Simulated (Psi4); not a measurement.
# PF3: frequency calculation (part 2 of 3)

PF3; HF/def2-TZVPD, RHF (Psi4 1.11). The geometry comes from this level: GFN2-xTB.

Geometry of the input (Å):
```
P  -0.0046  0.0051  0.6423
F  1.3496  -0.0296  -0.2031
F  -0.6485  1.1803  -0.2282
F  -0.6965  -1.1558  -0.2109
```

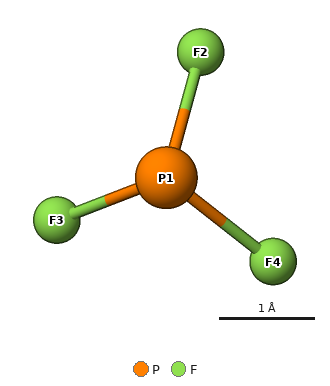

Fig. 1: The input geometry (ball-and-stick view, seen at a tilt; atoms are numbered from 1 in the order of the input).

## Log, continued
```
   @DF-RHF iter SAD:  -638.54060505630150   -6.38541e+02   0.00000e+00
   @DF-RHF iter   1:  -639.22799568680239   -6.87391e-01   3.06431e-03 DIIS/ADIIS
   @DF-RHF iter   2:  -639.28580160942283   -5.78059e-02   1.92506e-03 DIIS/ADIIS
   @DF-RHF iter   3:  -639.31229000885469   -2.64884e-02   1.99850e-04 DIIS/ADIIS
   @DF-RHF iter   4:  -639.31284035057354   -5.50342e-04   4.72169e-05 DIIS
   @DF-RHF iter   5:  -639.31289416351672   -5.38129e-05   1.20196e-05 DIIS
   @DF-RHF iter   6:  -639.31289903631125   -4.87279e-06   3.60170e-06 DIIS
   @DF-RHF iter   7:  -639.31289946648019   -4.30169e-07   7.09709e-07 DIIS
   @DF-RHF iter   8:  -639.31289948183871   -1.53585e-08   1.79087e-07 DIIS
   @DF-RHF iter   9:  -639.31289948227527   -4.36557e-10   7.56867e-08 DIIS
   @DF-RHF iter  10:  -639.31289948233211   -5.68434e-11   8.18376e-09 DIIS
  Energy and wave function converged.

  ==> Post-Iterations <==

    Orbital Energies [Eh]
    ---------------------

    Doubly Occupied:

       1A    -80.136035     2A    -26.334978     3A    -26.334669
       4A    -26.334532     5A     -7.658880     6A     -5.552211
       7A     -5.552203     8A     -5.549992     9A     -1.678928
      10A     -1.623579    11A     -1.623157    12A     -0.914442
      13A     -0.779329    14A     -0.779213    15A     -0.760335
      16A     -0.715133    17A     -0.715074    18A     -0.668467
      19A     -0.668270    20A     -0.656773    21A     -0.486088

    Virtual:

      22A      0.073540    23A      0.077358    24A      0.077400
      25A      0.110771    26A      0.130558    27A      0.130575
      28A      0.169687    29A      0.169756    30A      0.194545
      31A      0.194562    32A      0.195560    33A      0.233191
      34A      0.238083    35A      0.283280    36A      0.283288
      37A      0.296704    38A      0.296718    39A      0.345862
      40A      0.372980    41A      0.410507    42A      0.410566
      43A      0.487397    44A      0.506019    45A      0.506132
      46A      0.519047    47A      0.595597    48A      0.599075
      49A      0.599179    50A      0.624426    51A      0.651967
      52A      0.652024    53A      0.735130    54A      0.735170
      55A      0.739982    56A      0.770319    57A      0.782929
      58A      0.782981    59A      0.792503    60A      0.792547
      61A      0.823025    62A      0.874377    63A      0.874688
      64A      0.901846    65A      0.901969    66A      0.966965
      67A      1.078475    68A      1.078529    69A      1.088630
      70A      1.203789    71A      1.203880    72A      1.262792
      73A      1.262801    74A      1.286300    75A      1.314735
      76A      1.348137    77A      1.462058    78A      1.462145
      79A      1.518950    80A      1.519099    81A      1.619123
      82A      1.640140    83A      1.672614    84A      1.672759
      85A      1.776402    86A      1.869376    87A      1.869718
      88A      2.021312    89A      2.029127    90A      2.029274
      91A      2.214326    92A      2.439257    93A      2.439447
      94A      2.505871    95A      2.532803    96A      2.533094
      97A      2.584767    98A      2.585067    99A      2.605423
     100A      2.769273   101A      2.778074   102A      2.778368
     103A      2.964155   104A      2.993591   105A      3.052296
     106A      3.052514   107A      3.242283   108A      3.242350
     109A      3.895847   110A      3.929169   111A      3.932591
     112A      3.932696   113A      3.966148   114A      3.966469
     115A      4.273195   116A      4.353144   117A      4.353192
     118A      4.594947   119A      4.754615   120A      4.754760
     121A      7.299326   122A      7.314760   123A      7.315035
     124A      7.336884   125A      7.337238   126A      7.356976
     127A      7.360079   128A      7.360363   129A      7.363561
     130A      7.363841   131A      7.369127   132A      7.374717
     133A      7.412677   134A      7.412896   135A      7.444340
     136A      7.499263   137A      7.499409   138A      7.502878
     139A      7.527026   140A      7.572961   141A      7.573150
     142A      8.366302   143A      8.554032   144A      8.555610
     145A      9.033730   146A      9.035828   147A      9.036078
     148A      9.061454   149A      9.065024   150A      9.065211
     151A      9.125277   152A      9.133078   153A      9.133185
     154A      9.324931   155A      9.384071   156A      9.397408
     157A      9.397661   158A      9.579071   159A      9.579410
     160A     16.096795   161A     58.862185   162A     58.985831
     163A     58.986097

    Final Occupation by Irrep:
              A
    DOCC [    21 ]
    NA   [    21 ]
    NB   [    21 ]

  @DF-RHF Final Energy:  -639.31289948233211

   => Energetics <=

    Nuclear Repulsion Energy =            189.1902982191644469
    One-Electron Energy =               -1265.9618126001059863
    Two-Electron Energy =                 437.4586148986093121
    Total Energy =                       -639.3128994823321136

Computation Completed

Properties will be evaluated at   0.000000,   0.000000,   0.000000 [a0]

Properties computed using the SCF density matrix

 Multipole Moments:

 ------------------------------------------------------------------------------------
     Multipole            Electronic (a.u.)      Nuclear  (a.u.)        Total (a.u.)
 ------------------------------------------------------------------------------------

 L = 1.  Multiply by 2.5417464519 to convert [e a0] to [Debye]
 Dipole X            :         -0.0004911           -0.0024701           -0.0029613
 Dipole Y            :          0.0038058            0.0027170            0.0065228
 Dipole Z            :          0.3977288            0.3428508            0.7405796
 Magnitude           :                                                    0.7406143

 ------------------------------------------------------------------------------------

	total time  =          1 seconds =       0.02 minutes

         ------------------------------------------------------------
                                   SCF HESS
         ------------------------------------------------------------

  ==> Geometry <==

    Molecular point group: c1
    Full point group: C1

    Geometry (in Angstrom), charge = 0, multiplicity = 1:

       Center              X                  Y                   Z               Mass
    ------------   -----------------  -----------------  -----------------  -----------------
         P           -0.003997550916     0.004397090040     0.554854020056    30.973761998420
         F            1.350242449084    -0.030252909960    -0.290585979944    18.998403162730
         F           -0.647857550916     1.179557090040    -0.315625979944    18.998403162730
         F           -0.695867550916    -1.156472909960    -0.298385979944    18.998403162730

  Nuclear repulsion =  189.190298219164447

  ==> Basis Set <==

  Basis Set: DEF2-TZVPD
    Blend: DEF2-TZVPD
    Number of shells: 57
    Number of basis functions: 163
    Number of Cartesian functions: 187
    Spherical Harmonics?: true
    Max angular momentum: 3

  ==> DFJKGrad: Density-Fitted SCF Gradients <==

    Gradient:                    2
    J tasked:                  Yes
    K tasked:                  Yes
    wK tasked:                  No
    Integrals threads:           1
    Memory [MiB]:             1144
    Schwarz Cutoff:          1E-12
    Fitting Condition:       1E-10

   => Auxiliary Basis Set <=

  Basis Set: (DEF2-TZVPD AUX)
    Blend: DEF2-UNIVERSAL-JKFIT
    Number of shells: 113
    Number of basis functions: 359
    Number of Cartesian functions: 434
    Spherical Harmonics?: true
    Max angular momentum: 4

  DFHelper Memory: AOs need 0.077 GiB; user supplied 1.341 GiB.
  SCF_SUBTYPE=INCORE selected. In-core MEM_DF algorithm will be used.
  Using in-core AOs.

  ==> MemDFJK: Density-Fitted J/K Matrices <==

    J tasked:                   Yes
    K tasked:                   Yes
    wK tasked:                   No
    Memory [MiB]:              1373
    Algorithm:                 Core
    Schwarz Cutoff:           1E-12
    Mask sparsity (%):       1.3173
    Fitting Condition:        1E-10

   => Auxiliary Basis Set <=

  Basis Set: (DEF2-TZVPD AUX)
    Blend: DEF2-UNIVERSAL-JKFIT
    Number of shells: 113
    Number of basis functions: 359
    Number of Cartesian functions: 434
    Spherical Harmonics?: true
    Max angular momentum: 4

   ==> Coupled-Perturbed RHF Solver <==

    Maxiter             =         100
    Convergence         =   1.000E-06
    Number of equations =          12
   -----------------------------------------------------
     Iter   Residual RMS      Max RMS  Remain  Time [s]
   -----------------------------------------------------
        1      6.071e-01    6.740e-01      12         1
        2      1.740e-01    1.888e-01      12         2
        3      4.199e-02    4.452e-02      12         3
        4      1.157e-02    1.371e-02      12         3
        5      3.682e-03    4.865e-03      12         4
        6      1.212e-03    1.908e-03      12         5
        7      3.402e-04    4.836e-04      12         6
        8      1.025e-04    1.409e-04      12         6
        9      2.430e-05    3.030e-05      12         7
       10      5.054e-06    6.076e-06      12         8
       11      1.257e-06    1.658e-06       8         8
       12      4.648e-07    4.791e-07       0         9
  ## Total Hessian (Symmetry 0) ##
  Irrep: 1 Size: 12 x 12

                 1                   2                   3                   4                   5

    1     0.33404255005676    -0.00029427527785    -0.00191859768210    -0.17856807180805     0.00365350966344
    2    -0.00029427527785     0.33240349550022     0.00069745893138     0.00345303845164    -0.04611649278751
    3    -0.00191859768210     0.00069745893138     0.44786540776824     0.09109121758033    -0.00266797987467
    4    -0.17856807180805     0.00345303845164     0.09109121758033     0.24765879329112    -0.00469017090865
    5     0.00365350966344    -0.04611649278751    -0.00266797987467    -0.00469017090865     0.05563460076778
    6     0.11750785630415    -0.00320815436475    -0.14802947478113    -0.09629409246040     0.00238691544341
    7    -0.07550059033049     0.05362032516183    -0.04345576642154    -0.03344872407389     0.02924034725314
    8     0.05372806964334    -0.14420684268224     0.07964940269802     0.02369431438697    -0.00591710663573
    9    -0.05618991150900     0.10275186563978    -0.15134591282313     0.00222791283202    -0.00960968889414
   10    -0.07997388809625    -0.05677908851370    -0.04571685575431    -0.03564199810118    -0.02820368600283
   11    -0.05708730415298    -0.14208015934710    -0.07767888213759    -0.02245718200358    -0.00360100122248
   12    -0.05939934779213    -0.10024117014133    -0.14849001725894     0.00297496452111     0.00989075326725

                 6                   7                   8                   9                  10

    1     0.11750785630415    -0.07550059033049     0.05372806964334    -0.05618991150900    -0.07997388809625
    2    -0.00320815436475     0.05362032516183    -0.14420684268224     0.10275186563978    -0.05677908851370
    3    -0.14802947478113    -0.04345576642154     0.07964940269802    -0.15134591282313    -0.04571685575431
    4    -0.09629409246040    -0.03344872407389     0.02369431438697     0.00222791283202    -0.03564199810118
    5     0.00238691544341     0.02924034725314    -0.00591710663573    -0.00960968889414    -0.02820368600283
    6     0.10530432059480    -0.01086590157474    -0.00175637222482     0.02145325601023    -0.01034786162599
    7    -0.01086590157474     0.09890217905797    -0.07897241969300     0.04709890715394     0.01004713574139
    8    -0.00175637222482    -0.07897241969300     0.19953331747211    -0.08589998814426     0.00155003492624
    9     0.02145325601023     0.04709890715394    -0.08589998814426     0.10838708357216     0.00686309225606
   10    -0.01034786162599     0.01004713574139     0.00155003492624     0.00686309225606     0.10556875104898
   11     0.00257761135147    -0.00388825248970    -0.04940936862093    -0.00724218819401     0.08343273946700
   12     0.02127189697402     0.00722275989311     0.00800695912013     0.02150557234082     0.04920162420538

                11                  12

    1    -0.05708730415298    -0.05939934779213
    2    -0.14208015934710    -0.10024117014133
    3    -0.07767888213759    -0.14849001725894
    4    -0.02245718200358     0.00297496452111
    5    -0.00360100122248     0.00989075326725
    6     0.00257761135147     0.02127189697402
    7    -0.00388825248970     0.00722275989311
    8    -0.04940936862093     0.00800695912013
    9    -0.00724218819401     0.02150557234082
   10     0.08343273946700     0.04920162420538
   11     0.19509052898756     0.08234345778777
   12     0.08234345778777     0.10571254707306

	total time  =        143 seconds =       2.38 minutes

  ==> Harmonic Vibrational Analysis <==

  non-mass-weighted Hessian:       Symmetric? True   Hermitian? True   Lin Dep Dim?  0 (0)
  projection of translations (True) and rotations (False) removed 3 degrees of freedom (6)
  total projector:                 Symmetric? True   Hermitian? True   Lin Dep Dim?  3 (3)
  mass-weighted Hessian:           Symmetric? True   Hermitian? True   Lin Dep Dim?  0 (0)
  pre-proj  low-frequency mode:    0.0000i [cm^-1]
  pre-proj  low-frequency mode:    0.0044  [cm^-1]
  pre-proj  low-frequency mode:    0.0105  [cm^-1]
  pre-proj  low-frequency mode:  122.0423  [cm^-1]
  pre-proj  low-frequency mode:  162.2879  [cm^-1]
  pre-proj  low-frequency mode:  162.7811  [cm^-1]
  pre-proj  all modes:['0.0087i' '0.0044' '0.0105' '122.0423' '162.2879' '162.7811' '403.5374'
 '403.7305' '540.9951' '780.5367' '782.7292' '861.3223']
  projected mass-weighted Hessian: Symmetric? True   Hermitian? True   Lin Dep Dim?  3 (3)
  post-proj low-frequency mode:    0.0000i [cm^-1] (TR)
  post-proj low-frequency mode:    0.0000i [cm^-1] (TR)
  post-proj low-frequency mode:    0.0000  [cm^-1] (TR)
  post-proj low-frequency mode:  122.0423  [cm^-1] (V)
  post-proj low-frequency mode:  162.2879  [cm^-1] (V)
  post-proj low-frequency mode:  162.7811  [cm^-1] (V)
  post-proj  all modes:['0.0000i' '0.0000i' '0.0000' '122.0423' '162.2879' '162.7811' '403.5374'
 '403.7305' '540.9951' '780.5367' '782.7292' '861.3223']

  Note that "Vibration"s include 3 un-projected rotation-like modes.
  Vibration                       4                   5                   6
  Freq [cm^-1]                 122.0423            162.2879            162.7811
  Irrep                           A                   A                   A
  Reduced mass [u]             18.9984             19.8286             19.8289
  Force const [mDyne/A]         0.1667              0.3077              0.3096
  Turning point v=0 [a0]        0.2279              0.1934              0.1931
  RMS dev v=0 [a0 u^1/2]        0.7023              0.6091              0.6081
  IR activ [km/mol]             0.0000              0.5702              0.5691
  Char temp [K]                175.5917            233.4961            234.2058
  ----------------------------------------------------------------------------------
      1   P                0.00 -0.00  0.00   -0.26  0.01 -0.00    0.01  0.26 -0.00
      2   F                0.01  0.58 -0.01    0.17  0.00  0.76   -0.01 -0.11 -0.02
      3   F               -0.51 -0.28  0.00    0.13 -0.04 -0.40    0.02 -0.16 -0.65
      4   F                0.49 -0.30  0.00    0.13  0.02 -0.36   -0.04 -0.16  0.67

  Vibration                       7                   8                   9
  Freq [cm^-1]                 403.5374            403.7305            540.9951
  Irrep                           A                   A                   A
  Reduced mass [u]             19.8243             19.8238             20.7589
  Force const [mDyne/A]         1.9020              1.9038              3.5797
  Turning point v=0 [a0]        0.1227              0.1227              0.1035
  RMS dev v=0 [a0 u^1/2]        0.3862              0.3861              0.3336
  IR activ [km/mol]             5.5014              5.5082             30.6894
  Char temp [K]                580.6005            580.8782            778.3716
  ----------------------------------------------------------------------------------
      1   P               -0.22 -0.15 -0.00   -0.15  0.22 -0.00   -0.00  0.00  0.38
      2   F               -0.31  0.39 -0.09   -0.23 -0.55 -0.06   -0.49  0.01 -0.21
      3   F                0.61  0.29 -0.01   -0.14  0.37  0.10    0.24 -0.43 -0.20
      4   F                0.06 -0.45  0.10    0.61 -0.18 -0.04    0.26  0.42 -0.21

  Vibration                       10                  11                  12
  Freq [cm^-1]                 780.5367            782.7292            861.3223
  Irrep                           A                   A                   A
  Reduced mass [u]             22.8067             22.8063             22.7713
  Force const [mDyne/A]         8.1865              8.2324              9.9533
  Turning point v=0 [a0]        0.0822              0.0821              0.0783
  RMS dev v=0 [a0 u^1/2]        0.2777              0.2773              0.2644
  IR activ [km/mol]            217.0360            216.9945            178.3160
  Char temp [K]               1123.0185           1126.1730           1239.2510
  ----------------------------------------------------------------------------------
      1   P                0.09  0.56 -0.00    0.56 -0.09  0.01   -0.01  0.00  0.56
      2   F               -0.08 -0.04  0.04   -0.57  0.02  0.34    0.38 -0.01 -0.31
      3   F                0.20 -0.41  0.28   -0.20  0.30 -0.22   -0.17  0.32 -0.31
      4   F               -0.26 -0.47 -0.32   -0.15 -0.17 -0.14   -0.18 -0.31 -0.30

  ==> Thermochemistry Components <==

  Entropy, S
    Electronic S                             0.000 [cal/(mol K)]        0.000 [J/(mol K)]       0.00000000 [mEh/K] (multiplicity = 1)
    Translational S                         39.336 [cal/(mol K)]      164.581 [J/(mol K)]       0.06268574 [mEh/K] (mol. weight = 87.9690 [u], P = 101325.00 [Pa])
    Rotational S                            22.368 [cal/(mol K)]       93.587 [J/(mol K)]       0.03564548 [mEh/K] (symmetry no. = 3)
    Vibrational S                           11.178 [cal/(mol K)]       46.770 [J/(mol K)]       0.01781364 [mEh/K]
  Total S                                   72.882 [cal/(mol K)]      304.938 [J/(mol K)]       0.11614486 [mEh/K]
  Correction S                               0.000 [cal/(mol K)]        0.000 [J/(mol K)]       0.00000000 [mEh/K]
```
